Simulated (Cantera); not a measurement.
A closed system holds: 1 mol C3H8, 0.53 mol O2, equilibrated at 2152 °C.

Cantera equilibrium calculation (NASA polynomials, part measured and part estimated; ideal gas, pure solids and liquids). Candidate condensed phases: C, C6H6, C7H8, C8H18, H2O; 110 gas species. The ideal-gas law is rough above about 30 bar. The numbers say what is thermodynamically allowed, not how fast it happens.

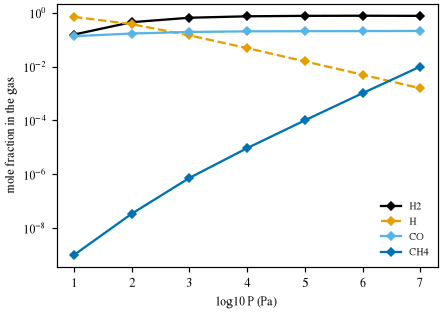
Fig. 1. Equilibrium gas composition (values under 1e-9 drawn at 1e-9)

Question: Read off the mole fractions at 1.00 bar.

Answer: H2 about 0.77, CO about 0.21, H about 0.016, CH4 about 0.00010.
